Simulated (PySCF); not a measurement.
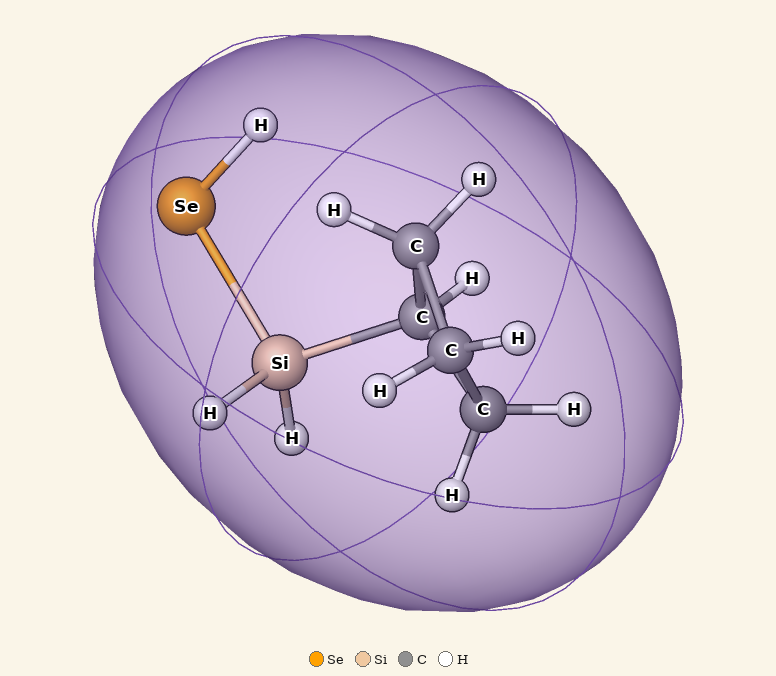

The ellipsoid shows the static dipole polarisability: its half-axes are proportional to the principal values. The computed structure is the end point of a GFN2-xTB optimisation. No frequency run is at hand to confirm it as a minimum. Method: CAM-B3LYP/def2-SVPD (PySCF 2.14.0).

Give the principal values, the mean and the anisotropy.

Answer. Principal values 84.8, 93.4, 118.3 bohr³; mean 98.8 bohr³ (14.65 Å³); anisotropy 30.2 bohr³, so the longest axis is 1.40 times the shortest.

The geometry is semi-empirical. Around Se, Si such bond lengths and angles can be off by a tenth of an ångström or more and by several degrees, and values that hang on the shape move with them.
